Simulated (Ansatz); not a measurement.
# BSiH3ClO (SMILES [SiH3]O[B]Cl): UHF/3-21G

What is the energy change on altering one bond length of BSiH3ClO at UHF/3-21G? 

The calculation is run with Ansatz 0.2.0.

128 further runs of the same task are left out: 128 set aside as unsound or not needed.

## Step 1: The molecule

The species is BSiH3ClO (7 atoms), meant as a doublet with charge 0. SMILES: `[SiH3]O[B]Cl`. The coordinates come from a PBE0-D4/def2-TZVP relaxation. This is one conformer, not always the lowest.

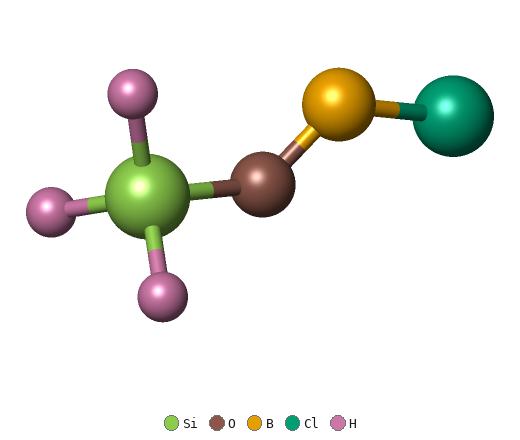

Viewed from a chosen angle; silicon green, oxygen brown, boron amber, chlorine teal, hydrogen pink.

## Step 2: A single-point energy at UHF/3-21G

job.yaml

```yaml
crystal:
  periodic: [false, false, false]
  atoms:
    - symbol: Si
      position_ang: [-0.573000, 0.775400, 0.374800]
    - symbol: O
      position_ang: [0.044900, -0.648400, -0.233600]
    - symbol: B
      position_ang: [1.256200, -1.042100, -0.596600]
    - symbol: Cl
      position_ang: [1.605000, -2.636800, -1.219100]
    - symbol: H
      position_ang: [-1.201300, 0.456800, 1.676100]
    - symbol: H
      position_ang: [0.515600, 1.766600, 0.541200]
    - symbol: H
      position_ang: [-1.586300, 1.260400, -0.588400]
basis:
  gaussian:
    orbitals: 3-21G.json
magnetization:
  spin_polarized: true
  initial_magnetization: 1
output: {orbitals: {seedname: orbitals}}
accuracy: high
hamiltonian:
  xc: hf
```

The basis set 3-21G is read from a file made from the Basis Set Exchange's data (not shown).

Started as:

```
$ ansatz run job.yaml --threads 1 --pin off --max-ram 3480MiB --events-out events.jsonl --progress --plain --runs-dir runs
```

The log of the run:

```text
Warning: RAYON_NUM_THREADS=1 ignored (pool sized by the plan → 1); use --threads N
Functional definition: HF
  name "HF"
  exchange = exact_x
  correlation = 0
1113 factors; integrals over basis functions are off by at most 4.3e-9 eV
mean field evaluation 1: about -23004.3230 eV, gradient 2.0e1 eV
mean field evaluation 2: about -23004.5949 eV, gradient 2.1e1 eV
mean field evaluation 4: about -23006.8803 eV, gradient 2.4e0 eV
mean field evaluation 8: about -23006.9879 eV, gradient 4.6e-1 eV
mean field evaluation 16: about -23006.9929 eV, gradient 1.3e-5 eV
mean field -23006.99286091 eV, -845.4913929386 hartree, gradient 3.0e-8 eV, S^2 0.754304; 0 other end points of the search recorded, 0 dependent functions left out
reference -23006.99286091 eV, -845.4913929386 hartree; 24, 23 occupied and 26, 27 virtual orbitals, 1113 factors
Total energy: -23006.99286091 eV, -845.4913929386 hartree
```

Run time: 0.77 s. Hardware: 1 thread of Arm Neoverse V2, shared host; peak memory 0.14 GiB.

## Step 3: The distorted shape

run.yaml

```yaml
basis:
  gaussian:
    orbitals: 3-21G.json
crystal:
  periodic: [false, false, false]
  atoms:
    - symbol: Si
      position_ang: [-0.677643, 1.253824, 0.561556]
    - symbol: O
      position_ang: [-0.059743, -0.169976, -0.046844]
    - symbol: B
      position_ang: [1.151557, -0.563676, -0.409844]
    - symbol: Cl
      position_ang: [1.605000, -2.636800, -1.219100]
    - symbol: H
      position_ang: [-1.305943, 0.935224, 1.862856]
    - symbol: H
      position_ang: [0.410957, 2.245024, 0.727956]
    - symbol: H
      position_ang: [-1.690943, 1.738824, -0.401644]
magnetization:
  spin_polarized: true
  initial_magnetization: 1
hamiltonian:
  xc: hf
accuracy: high
output:
  orbitals: {seedname: orbitals}
```

The basis set 3-21G is read from a file made from the Basis Set Exchange's data (not shown).

Started as:

```
$ ansatz run run.yaml --threads 1 --pin off --max-ram 3480MiB --events-out events.jsonl --progress --plain --runs-dir runs
```

The log of the run:

```text
Warning: RAYON_NUM_THREADS=1 ignored (pool sized by the plan → 1); use --threads N
[... 4 set-up lines as earlier in the session ...]
1105 factors; integrals over basis functions are off by at most 7.3e-9 eV
mean field evaluation 1: about -23003.3134 eV, gradient 2.1e1 eV
mean field evaluation 2: about -23003.5478 eV, gradient 2.1e1 eV
mean field evaluation 4: about -23006.1607 eV, gradient 2.6e0 eV
mean field evaluation 8: about -23006.2968 eV, gradient 2.1e-1 eV
mean field evaluation 16: about -23006.2981 eV, gradient 2.4e-8 eV
mean field -23006.29806970 eV, -845.4658598325 hartree, gradient 2.7e-8 eV, S^2 0.779031; 0 other end points of the search recorded, 0 dependent functions left out
reference -23006.29806970 eV, -845.4658598325 hartree; 24, 23 occupied and 26, 27 virtual orbitals, 1105 factors
Total energy: -23006.29806970 eV, -845.4658598325 hartree
```

Run time: 0.79 s. Hardware: 1 thread of Arm Neoverse V2, shared host; peak memory 0.14 GiB.

## Step 4: What came out

At UHF/3-21G:

```
                                                          quantity          value
                                         first shape: total energy  -845.49139 Eh
                   first shape: HOMO energy (highest over α and β)       -9.49 eV
                    first shape: LUMO energy (lowest over α and β)        2.52 eV
                                                 first shape: ⟨S²⟩          0.754
                                     distorted shape: total energy  -845.46586 Eh
               distorted shape: HOMO energy (highest over α and β)      -10.47 eV
                distorted shape: LUMO energy (lowest over α and β)        0.70 eV
                                             distorted shape: ⟨S²⟩          0.779
energy change with the B3–Cl4 bond stretched from 1.747 to 2.271 Å       0.695 eV
```

In words: With the B3–Cl4 bond stretched from 1.747 to 2.271 Å the energy rises by 0.69 eV (67.0 kJ/mol). The first shape isn't relaxed at this level, so the change isn't measured from a minimum.
